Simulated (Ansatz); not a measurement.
# CH2 on Al(110): hop by a lattice vector of the surface, part 2 of 2

Aim: the minimum-energy path and barrier of the hop by a lattice vector of the surface. The ends are relaxed first, then joined by a nudged elastic band. The slab cell is 2×2, 4 layers thick, and the adsorbate is set down on it by hand.

Ansatz 0.2.0; DFT PBE+D3(BJ), plane waves, PAW, scalar-relativistic, no spin polarisation.

### Step 6. Images and barrier

Images 0 and 8 are the ends. Energies count from image 0; the path length is the program's own measure over all atoms.

| image | path (Å) | energy (eV) | C17 x y z (Å) | band force (eV/Å) |
| --- | --- | --- | --- | --- |
| 0 | 0.000 | 0.0000 | 0.00 1.43 6.41 | - |
| 1 | 1.374 | 0.2820 | -0.01 1.98 6.59 | 0.003 |
| 2 | 2.127 | 0.8429 | -0.01 2.29 6.75 | 0.006 |
| 3 | 2.639 | 1.4267 | -0.01 2.58 6.83 | 0.017 |
| 4* | 3.108 | 1.5915 | -0.01 2.86 6.88 | 0.030 |
| 5 | 3.577 | 1.4260 | -0.01 3.14 6.83 | 0.016 |
| 6 | 4.088 | 0.8436 | -0.01 3.44 6.75 | 0.027 |
| 7 | 4.839 | 0.2816 | -0.01 3.75 6.59 | 0.005 |
| 8 | 6.211 | 0.0000 | 0.00 4.30 6.41 | - |

The star marks the climbing image.

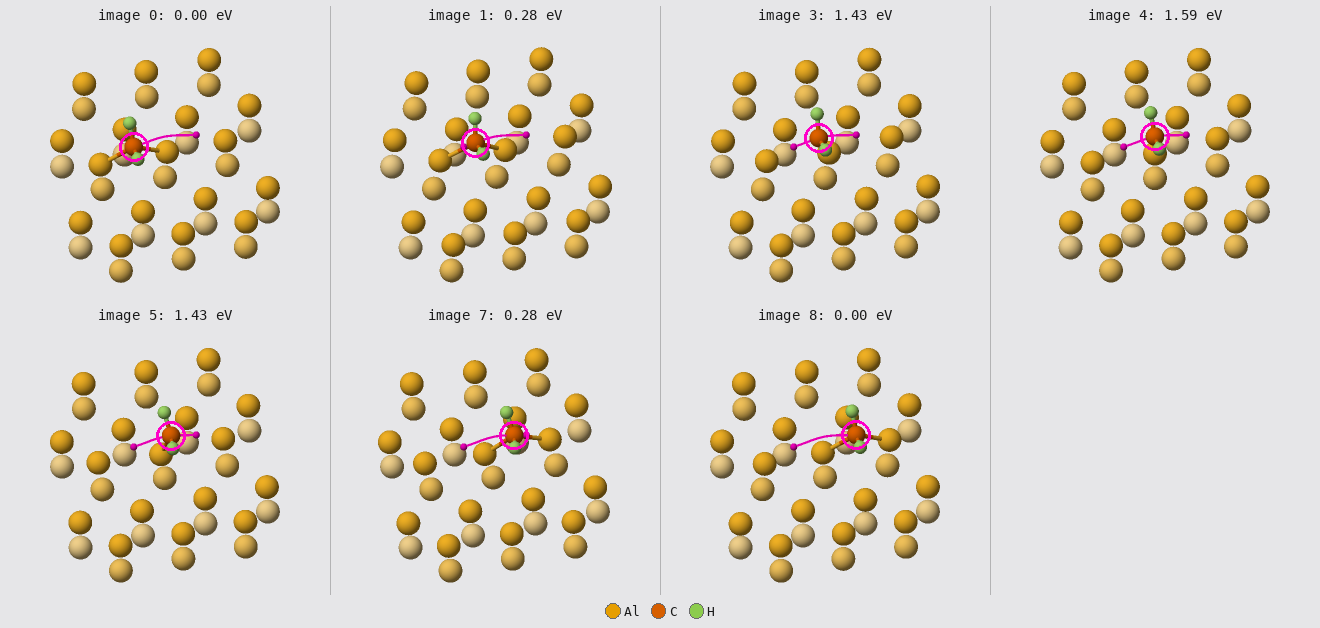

The images of the last band, seen from above, slightly tilted. Ringed: C17. The magenta line is the track of the ringed atom over the whole band, with dots at its ends. Each atom of the cell is drawn once, at one copy chosen for all pictures, so bonds across the cell's faces may be missing, with copies of the slab's atoms added to fill out the patch; deeper layers are paler. Sticks join atoms closer than a bonding distance in each image.

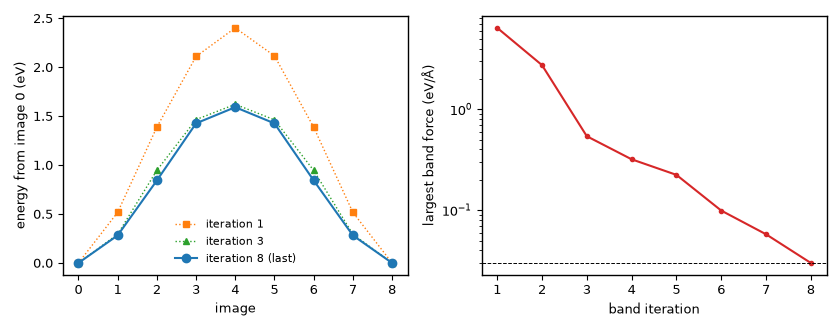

Left: energy of each image for early iterations and the last one (lines only join the points; early values far above the last band run off the scale). Right: the largest band force by iteration, with the threshold dashed.

The top of the band by iteration:

| iteration | highest image above image 0 (eV) | largest band force (eV/Å) |
| --- | --- | --- |
| 1 | 2.4023 | 6.425 |
| 2 | 1.7604 | 2.743 |
| 3 | 1.6210 | 0.541 |
| 4 | 1.6046 | 0.319 |
| 5 | 1.6030 | 0.224 |
| 6 | 1.5925 | 0.099 |
| 7 | 1.5929 | 0.058 |
| 8 | 1.5915 | 0.030 |

The band as a trajectory file:

```xyz
19
Lattice="8.100 0.000 0.000 0.000 5.728 0.000 0.000 0.000 16.296" Properties=species:S:1:pos:R:3 pbc="T T T" image=0 dE=0.0000
Al    2.025    1.432    1.000
Al    6.075    1.432    1.000
Al    2.025    4.296    1.000
Al    6.075    4.296    1.000
Al   -0.002    0.000    2.330
Al    4.051   -0.006    2.259
Al    0.002    2.864    2.330
Al    4.049    2.870    2.259
Al    2.058    1.424    3.739
Al    6.042    1.440    3.739
Al    2.042    4.294    3.831
Al    6.058    4.298    3.831
Al   -0.001   -0.096    5.133
Al    4.054    0.011    5.072
Al    0.001    2.960    5.133
Al    4.046    2.853    5.072
C    -0.001    1.432    6.406
H    -0.902    1.435    7.039
H     0.899    1.429    7.040
19
Lattice="8.100 0.000 0.000 0.000 5.728 0.000 0.000 0.000 16.296" Properties=species:S:1:pos:R:3 pbc="T T T" image=1 dE=0.2820
Al    2.025    1.432    1.000
Al    6.075    1.432    1.000
Al    2.025    4.296    1.000
Al    6.075    4.296    1.000
Al    0.000    0.064    2.369
Al    4.050    0.025    2.287
Al    0.000    2.942    2.339
Al    4.049    2.895    2.275
Al    2.031    1.533    3.775
Al    6.068    1.535    3.773
Al    2.052    4.425    3.841
Al    6.050    4.425    3.841
Al   -0.003    0.349    5.374
Al    4.051    0.108    5.110
Al    0.002    3.337    5.160
Al    4.050    2.941    5.088
C    -0.012    1.979    6.592
H    -0.917    2.139    7.204
H     0.874    2.139    7.229
19
Lattice="8.100 0.000 0.000 0.000 5.728 0.000 0.000 0.000 16.296" Properties=species:S:1:pos:R:3 pbc="T T T" image=2 dE=0.8429
Al    2.025    1.432    1.000
Al    6.075    1.432    1.000
Al    2.025    4.296    1.000
Al    6.075    4.296    1.000
Al    0.000    0.015    2.321
Al    4.050    0.013    2.289
Al    0.000    2.889    2.260
Al    4.050    2.872    2.278
Al    2.010    1.466    3.789
Al    6.090    1.467    3.788
Al    2.051    4.370    3.812
Al    6.051    4.369    3.812
Al   -0.004    0.406    5.515
Al    4.051    0.044    5.098
Al    0.003    3.233    5.050
Al    4.050    2.888    5.071
C    -0.012    2.290    6.748
H    -0.917    2.540    7.335
H     0.872    2.542    7.366
19
Lattice="8.100 0.000 0.000 0.000 5.728 0.000 0.000 0.000 16.296" Properties=species:S:1:pos:R:3 pbc="T T T" image=3 dE=1.4267
Al    2.025    1.432    1.000
Al    6.075    1.432    1.000
Al    2.025    4.296    1.000
Al    6.075    4.296    1.000
Al    0.000    0.009    2.311
Al    4.050    0.007    2.289
Al    0.000    2.876    2.233
Al    4.050    2.867    2.280
Al    2.017    1.444    3.790
Al    6.084    1.445    3.789
Al    2.037    4.344    3.804
Al    6.065    4.343    3.804
Al   -0.003    0.192    5.388
Al    4.051    0.021    5.094
Al    0.003    3.049    4.994
Al    4.050    2.876    5.068
C    -0.011    2.583    6.832
H    -0.934    2.699    7.416
H     0.888    2.702    7.451
19
Lattice="8.100 0.000 0.000 0.000 5.728 0.000 0.000 0.000 16.296" Properties=species:S:1:pos:R:3 pbc="T T T" image=4 dE=1.5915
Al    2.025    1.432    1.000
Al    6.075    1.432    1.000
Al    2.025    4.296    1.000
Al    6.075    4.296    1.000
Al    0.000    0.000    2.303
Al    4.050    0.000    2.287
Al    0.000    2.864    2.226
Al    4.050    2.864    2.280
Al    2.025    1.416    3.795
Al    6.076    1.417    3.795
Al    2.024    4.312    3.795
Al    6.077    4.311    3.795
Al   -0.002   -0.001    5.314
Al    4.051    0.000    5.090
Al    0.002    2.863    4.989
Al    4.050    2.864    5.067
C    -0.011    2.863    6.876
H    -0.939    2.861    7.456
H     0.894    2.869    7.492
19
Lattice="8.100 0.000 0.000 0.000 5.728 0.000 0.000 0.000 16.296" Properties=species:S:1:pos:R:3 pbc="T T T" image=5 dE=1.4260
Al    2.025    1.432    1.000
Al    6.075    1.432    1.000
Al    2.025    4.296    1.000
Al    6.075    4.296    1.000
Al    0.000   -0.009    2.312
Al    4.050   -0.007    2.290
Al    0.000    2.852    2.233
Al    4.050    2.860    2.280
Al    2.037    1.383    3.804
Al    6.064    1.384    3.804
Al    2.017    4.284    3.790
Al    6.084    4.282    3.789
Al   -0.003   -0.191    5.386
Al    4.051   -0.021    5.095
Al    0.003    2.681    4.995
Al    4.050    2.852    5.068
C    -0.011    3.144    6.832
H    -0.934    3.028    7.417
H     0.888    3.036    7.452
19
Lattice="8.100 0.000 0.000 0.000 5.728 0.000 0.000 0.000 16.296" Properties=species:S:1:pos:R:3 pbc="T T T" image=6 dE=0.8436
Al    2.025    1.432    1.000
Al    6.075    1.432    1.000
Al    2.025    4.296    1.000
Al    6.075    4.296    1.000
Al    0.000   -0.015    2.322
Al    4.050   -0.013    2.290
Al    0.000    2.839    2.259
Al    4.050    2.856    2.278
Al    2.051    1.358    3.812
Al    6.051    1.359    3.813
Al    2.010    4.262    3.789
Al    6.090    4.260    3.788
Al   -0.004   -0.405    5.513
Al    4.051   -0.043    5.098
Al    0.004    2.497    5.049
Al    4.050    2.840    5.071
C    -0.013    3.437    6.747
H    -0.917    3.186    7.336
H     0.872    3.193    7.367
19
Lattice="8.100 0.000 0.000 0.000 5.728 0.000 0.000 0.000 16.296" Properties=species:S:1:pos:R:3 pbc="T T T" image=7 dE=0.2816
Al    2.025    1.432    1.000
Al    6.075    1.432    1.000
Al    2.025    4.296    1.000
Al    6.075    4.296    1.000
Al    0.000   -0.063    2.369
Al    4.050   -0.025    2.287
Al    0.000    2.787    2.338
Al    4.049    2.833    2.275
Al    2.052    1.304    3.841
Al    6.050    1.303    3.841
Al    2.031    4.195    3.775
Al    6.068    4.194    3.773
Al   -0.004   -0.348    5.373
Al    4.051   -0.108    5.110
Al    0.002    2.391    5.159
Al    4.050    2.787    5.088
C    -0.012    3.749    6.591
H    -0.916    3.587    7.205
H     0.875    3.593    7.228
19
Lattice="8.100 0.000 0.000 0.000 5.728 0.000 0.000 0.000 16.296" Properties=species:S:1:pos:R:3 pbc="T T T" image=8 dE=0.0000
Al    2.025    1.432    1.000
Al    6.075    1.432    1.000
Al    2.025    4.296    1.000
Al    6.075    4.296    1.000
Al    0.002    0.000    2.330
Al    4.049    0.006    2.259
Al   -0.002    2.864    2.330
Al    4.051    2.858    2.259
Al    2.042    1.430    3.831
Al    6.058    1.434    3.831
Al    2.058    4.288    3.739
Al    6.042    4.304    3.739
Al    0.001    0.096    5.133
Al    4.046   -0.011    5.072
Al   -0.001    2.768    5.133
Al    4.054    2.875    5.072
C    -0.001    4.296    6.406
H    -0.902    4.299    7.039
H     0.899    4.293    7.040
```

### Step 7. Results

This closing draws on all 2 parts.

```
                    quantity                    value
                       end A  6 moves, 1.744 eV lower
            barrier forwards                  1.59 eV
           barrier backwards                  1.59 eV
second end relative to first                 0.000 eV
               highest image    4 of 0 to 8, climbing
             band iterations                        8
lowest curvatures at the top     -1.37 and 0.06 eV/Å²
```

In words: The barrier from the first end is 1.59 eV, 62 times kT at 300 K, which at an assumed attempt frequency of 10^13 s⁻¹ means a rate near 10^-14 s⁻¹. Both ends agree in energy to 1 meV. The test of curvatures at the top gave "unresolved", so the point may be no simple saddle. The value is not shown to be converged in cell size (19 atoms) or k-mesh.
